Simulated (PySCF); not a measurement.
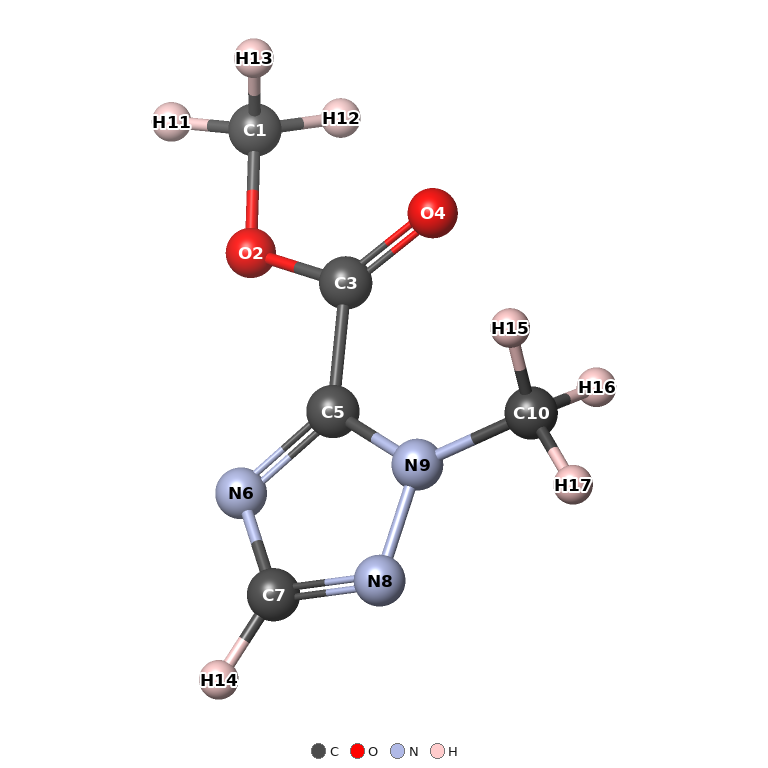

The geometry was computed by an optimisation with GFN2-xTB. No frequency run is at hand to confirm it as a minimum. Electric field gradients from the ground-state density, PBE0/pcSseg-1 (PySCF 2.14.0), non-relativistic apart from any core potentials.

Give the largest field-gradient component, the quadrupole coupling constant and the asymmetry for 17O at O2 (Q = −25.6 mb), 17O at O4 (Q = −25.6 mb), 14N at N6 (Q = 20.44 mb), 14N at N8 (Q = 20.44 mb), 14N at N9 (Q = 20.44 mb), 2H at H11 (Q = 2.86 mb), 2H at H12 (Q = 2.86 mb), 2H at H14 (Q = 2.86 mb), 2H at H15 (Q = 2.86 mb).

```csv
atom,V_zz (a.u.),e²qQ/h (MHz),η
O2,1.739,−10.46,0.33
O4,−1.608,9.67,0.09
N6,−0.999,−4.80,0.16
N8,−1.085,−5.21,0.47
N9,−0.569,−2.73,0.50
H11,0.306,0.206,0.08
H12,0.295,0.198,0.10
H14,0.343,0.231,0.07
H15,0.299,0.201,0.10
```
